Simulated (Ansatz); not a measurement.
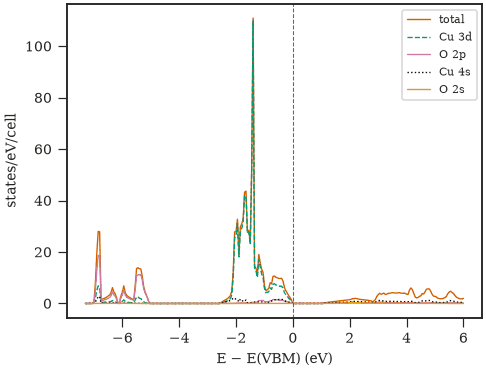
Figure. Total and projected density of states of Cu2O in space group Fd-3m (No. 227; O on 8b, Cu on 16d), PBE in the plane-wave PAW code Ansatz

**Question.** Which orbitals carry the states next to the gap?

**Answer.** Top 1 eV of the valence band: Cu 3d 72 %, O 2p 14 %, Cu 4s 13 %. Bottom 1 eV of the conduction band: Cu 4s 39 %, Cu 3d 31 %, O 2s 18 %, O 2p 7 %, outside the projected shells 5 %. Projections are on Löwdin-orthogonalised atomic valence shells; empty p or d shells of many metals are not among them.

**Question.** Where is the tallest occupied peak in this window, and what makes it?

**Answer.** Near -1.4 eV, about 110 states/eV per cell; the largest projected share is Cu 3d.

The start of the workflow was typed in or built on a structure type; neither database checked (COD, Materials Project) lists it. It is not the phase usual at ambient conditions (space group No. 224). Symmetry was held in the PBE relaxation; its stability against distortions is not shown here. The workflow began spin-polarised and lost its moments. No Hubbard U is applied.

Potentials: the later of the program's two PAW sets.
